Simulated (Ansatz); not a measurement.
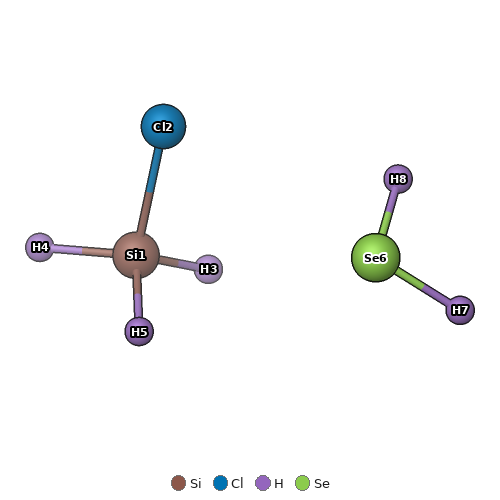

The system is the pair ClH₃Si···H₂Se; the picture shows the reference structure. 
- The turn is about an axis along (0.52, −0.83, 0.18) in the frame of the relaxed pair, normal to the line between the partners.
- The first coordinate is: distance Cl2···Se6; the second: turn of Se6, H7, H8 about its own atom Se6.
- The grid has 15 × 15 points.
- Points are written as (first, second).
- Energies are in cm⁻¹, from the lowest grid point.
- Theory: Ansatz 0.2.0, RKS PBE0-D4/def2-SVPD.

Its coordinates:

```xyz
8

Si   -0.0472   -0.0821   -1.5569
Cl    1.5537    1.0656   -0.8576
H    -0.0044   -1.4025   -0.8781
H     0.1469   -0.2359   -3.0245
H    -1.3071    0.6480   -1.2653
Se   -0.3356    0.5373    2.1650
H    -0.9495   -0.3504    3.1650
H     0.9432   -0.1801    2.2525
```

Range: distance Cl2···Se6 from 3.027 to 5.627 Å; turn of Se6, H7, H8 about its own atom Se6 from −180 to 156°.

**What landscape does the calculation give?**

The lowest grid point is at (3.642 Å, 12°). The bottom of the well lies between grid points, at about (3.603 Å, 0°), about 47 cm⁻¹ lower on the interpolated surface. A higher local minimum lies near (4.012 Å, −180°) (101 cm⁻¹ above the lowest at that grid point). The highest grid point, (3.027 Å, 132°), lies 7149 cm⁻¹ above the lowest. On the interpolated surface the easiest way out of the lowest well to the well at about (3.94 Å, −170°) passes a barrier of about 710 cm⁻¹, counted from the interpolated bottom of the well. Round the minimum the valley is somewhat tilted: raising distance Cl2···Se6 shifts the best value of the second coordinate upwards (coupling k₁₂/√(k₁₁k₂₂) about −0.2).

| second ↓, first → | 3.027 | 3.091 | 3.197 | 3.328 | 3.477 | 3.642 | 3.821 | 4.012 | 4.215 | 4.427 | 4.650 | 4.882 | 5.122 | 5.371 | 5.627 |
| --- | --- | --- | --- | --- | --- | --- | --- | --- | --- | --- | --- | --- | --- | --- | --- |
| 156 | 7120 | 5792 | 4077 | 2605 | 1550 | 888 | 535 | 394 | 378 | 427 | 507 | 597 | 686 | 766 | 831 |
| 132 | 7149 | 5976 | 4437 | 3079 | 2062 | 1377 | 965 | 749 | 658 | 645 | 680 | 739 | 803 | 860 | 906 |
| 108 | 5701 | 4793 | 3606 | 2563 | 1784 | 1260 | 945 | 783 | 723 | 724 | 760 | 808 | 857 | 901 | 937 |
| 84 | 4799 | 4016 | 2998 | 2112 | 1463 | 1042 | 805 | 700 | 675 | 694 | 735 | 784 | 834 | 879 | 918 |
| 60 | 3997 | 3292 | 2387 | 1616 | 1071 | 735 | 567 | 511 | 523 | 569 | 631 | 698 | 762 | 818 | 866 |
| 36 | 2663 | 2122 | 1441 | 882 | 512 | 314 | 250 | 271 | 339 | 427 | 520 | 609 | 691 | 760 | 818 |
| 12 | 1421 | 1048 | 598 | 256 | 63 | 0 | 32 | 119 | 233 | 352 | 468 | 573 | 664 | 741 | 804 |
| −12 | 1122 | 807 | 437 | 169 | 32 | 7 | 59 | 156 | 274 | 393 | 508 | 610 | 697 | 769 | 826 |
| −36 | 2040 | 1631 | 1128 | 731 | 480 | 360 | 336 | 373 | 443 | 527 | 614 | 695 | 766 | 825 | 872 |
| −60 | 3535 | 2944 | 2185 | 1541 | 1083 | 800 | 656 | 608 | 618 | 659 | 714 | 772 | 825 | 872 | 910 |
| −84 | 4431 | 3707 | 2769 | 1957 | 1364 | 981 | 768 | 676 | 658 | 682 | 726 | 776 | 826 | 871 | 909 |
| −108 | 4183 | 3462 | 2533 | 1735 | 1161 | 801 | 613 | 543 | 544 | 583 | 640 | 702 | 764 | 819 | 866 |
| −132 | 3622 | 2931 | 2048 | 1305 | 787 | 481 | 342 | 317 | 359 | 432 | 518 | 604 | 684 | 754 | 812 |
| −156 | 3976 | 3144 | 2090 | 1215 | 620 | 285 | 149 | 140 | 203 | 300 | 410 | 519 | 619 | 704 | 774 |
| −180 | 5530 | 4377 | 2910 | 1683 | 840 | 353 | 137 | 101 | 162 | 265 | 382 | 499 | 605 | 697 | 772 |

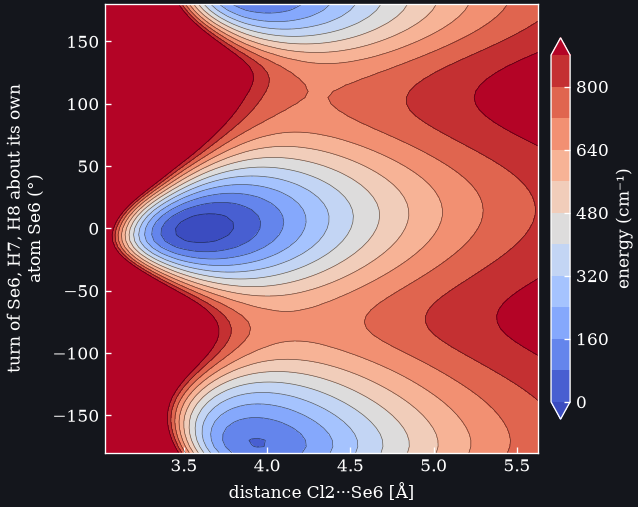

Drawn: filled contours, one colour for all values above the top of the scale. Between grid points the surface is interpolated.

Each point was launched as `ansatz run input.yaml --threads 1 --pin off --max-ram 2560MiB --backend cpu --events-out ev --progress --plain --runs-dir out`. The whole map (225 points run) took 49 min on 1 thread of Arm Neoverse N1, on a shared host.
